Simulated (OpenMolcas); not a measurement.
# CH5FOSn (SMILES FC[O][SnH3]): methods side by side

CH5FOSn has 9 atoms, charge 0, and is taken as a singlet. SMILES: `FC[O][SnH3]`. Geometry: relaxed at PBE0-D4/def2-TZVP. This is one conformer, not always the lowest.

| atom | x (Å) | y (Å) | z (Å) |
| --- | --- | --- | --- |
| F | -0.5968 | 1.7542 | 0.0315 |
| C | -1.2915 | 0.5661 | 0.2778 |
| O | -0.7360 | -0.4634 | -0.4050 |
| Sn | 1.2393 | -0.7015 | -0.3197 |
| H | -1.2588 | 0.4340 | 1.3693 |
| H | -2.3191 | 0.7246 | -0.0661 |
| H | 1.6901 | -0.3903 | 1.2948 |
| H | 1.4078 | -2.3331 | -0.7653 |
| H | 1.9535 | 0.3631 | -1.4344 |

Each level gives the dipole moment (D). The values are calculated.

| level | kind | program | value (D) | CPU time |
| --- | --- | --- | --- | --- |
| HF/def2-SVP (core potential) | Hartree–Fock | OpenMolcas | 1.90 | 7.7 s |
| BLYP/def2-SVP (core potential) | GGA | OpenMolcas | 1.46 | 27 s |
| PBE/def2-SVP (core potential) | GGA | OpenMolcas | 1.49 | 28 s |
| revPBE/def2-SVP (core potential) | GGA | OpenMolcas | 1.48 | 27 s |
| M06-L/def2-SVP (core potential) | meta-GGA | OpenMolcas | 1.70 | 34 s |
| TPSS/def2-SVP (core potential) | meta-GGA | OpenMolcas | 1.46 | 34 s |
| B3LYP/def2-SVP (core potential) | global hybrid | OpenMolcas | 1.61 | 27 s |
| BHLYP/def2-SVP (core potential) | global hybrid | OpenMolcas | 1.77 | 24 s |

The values span 1.46 to 1.90 D. Magnitudes only. Times are those of the runs behind each value, whatever else they computed, on shared processors of several kinds: orders of magnitude only.

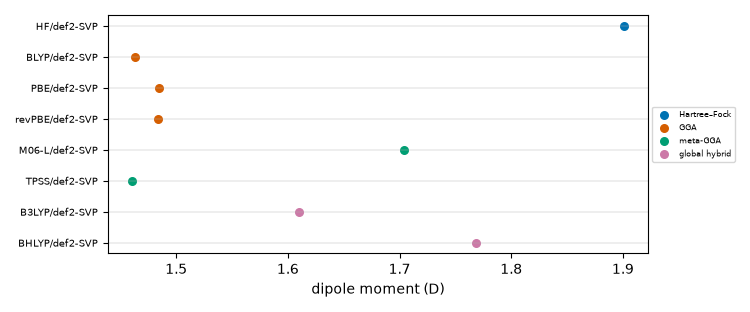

The values of the table, level by level.
